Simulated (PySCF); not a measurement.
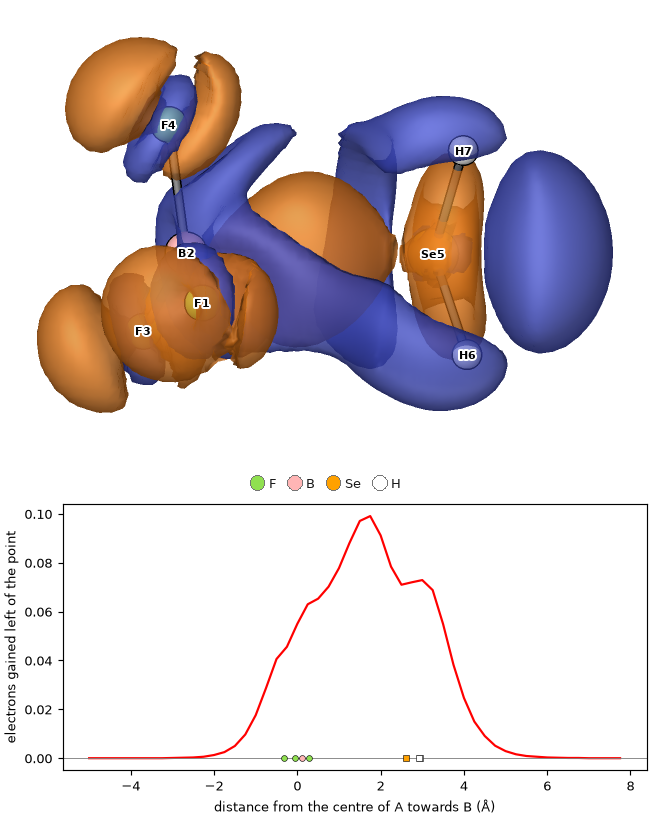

BF3H2Se, SMILES `FB(F)F.[SeH2]`. Density of the complex less the densities of the two fragments at the same geometry, ±0.005 e/Å³ (orange: gain, blue: loss). Fragment A: BF3 (atoms 1–4); fragment B: H2Se. Below: the charge-displacement curve along the line of centres (A on the left).

Method: BP86/aug-cc-pVDZ; geometry: GFN2-xTB; program: PySCF. GFN2-xTB bond lengths at metals and heavier atoms can be off by up to 0.1 Å and shapes distorted, which carries into these values.

Geometry (Å), atoms numbered from 1:

```
F1       1.3904    0.3339    1.2807
B2       1.3034   -0.0019    0.0056
F3       1.5292    0.9209   -0.9036
F4       1.4536   -1.2714   -0.3160
Se5     -1.2678    0.0127   -0.0714
H6      -1.4041    0.8849    1.0751
H7      -1.3679   -1.1574    0.7738
```

How is the density rearranged on binding?

Answer. Hirshfeld charges show 0.085 e passing from B to A. By Hirshfeld charges, electrons gather most on F4 (−0.023 e) and leave Se5 most (+0.045 e); 0.20 e is displaced in all, which induces a dipole of 1.67 D.

What is the interaction energy, and which contacts carry it?

Answer. The counterpoise-corrected interaction energy of the frozen fragments is −3.0 kcal/mol without dispersion correction and −5.7 kcal/mol with D3(BJ). The pair geometry is semi-empirical, not a minimum at this level. Contacts: B2···Se5, 2.57 Å, ρ = 0.038 a.u. The pose is a local one from a semi-empirical search, not shown to be the most stable.
